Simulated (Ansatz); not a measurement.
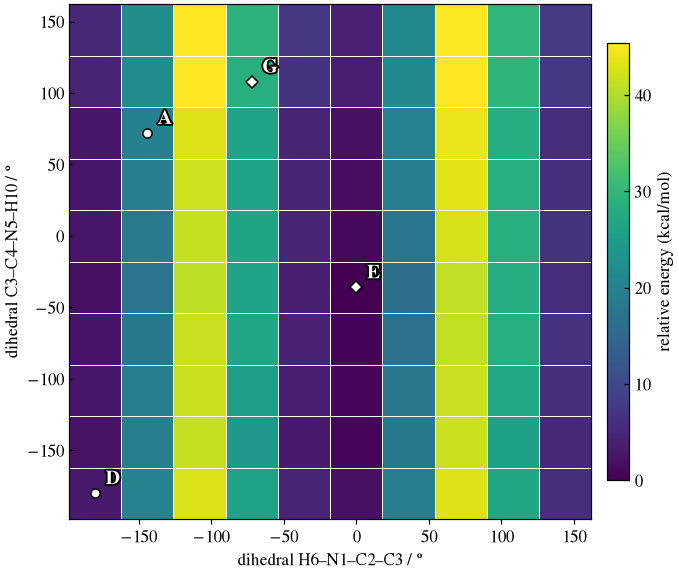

C3H6N2, SMILES N=C1CC1N. Coordinates scanned: (1) dihedral H6–N1–C2–C3; (2) dihedral C3–C4–N5–H10. Nothing is relaxed (all other coordinates rigid). The grid has 10 × 10 points. Points are written as (first, second). All energies are given in kcal/mol relative to the lowest grid point. Energies and slopes of some neighbouring points disagree (a jump in structure or state, or too coarse a mesh). The dihedral twists a double bond; near 90° a spin-restricted reference is unreliable. Theory: Ansatz, RKS PBE-D4/def2-TZVP.

Drawn: one coloured cell a grid point, lettered points.

Q: Rank the lettered points by energy, lowest first.

A: E (0.0 kcal/mol), D (3.0 kcal/mol), A (19.8 kcal/mol), G (28.7 kcal/mol).
